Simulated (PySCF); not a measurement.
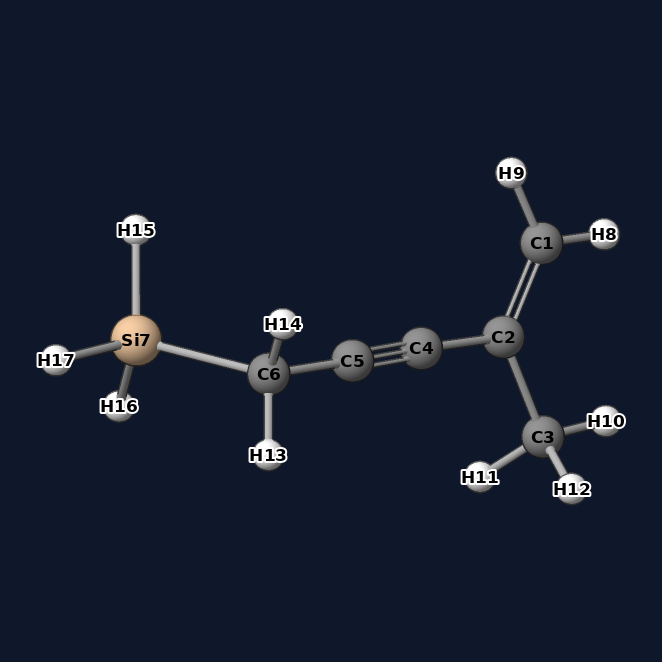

The questions are on isotropic NMR shieldings of the C atoms. The geometry was computed by an optimisation with GFN2-xTB. No frequency run is at hand to confirm it as a minimum. Properties computed with GIAO PBE0/pcSseg-1 NMR shielding, non-relativistic, gas phase (PySCF 2.14.0).

Q: Which C atom is the most shielded (lowest chemical shift)?

A: C6 (185.7 ppm).

Q: Which C atom is the least shielded (highest chemical shift)?

A: C2 (51.8 ppm).

Q: How wide is the range of C shifts?

A: 133.9 ppm.

Give the isotropic NMR shieldings of the C atoms atom by atom.

```tsv
atom	σ (ppm)
C1	59.5
C2	51.8
C3	159.7
C4	99.6
C5	89.8
C6	185.7
```

The geometry is semi-empirical. Around Si such bond lengths and angles can be off by a tenth of an ångström or more and by several degrees, and values that hang on the shape move with them.
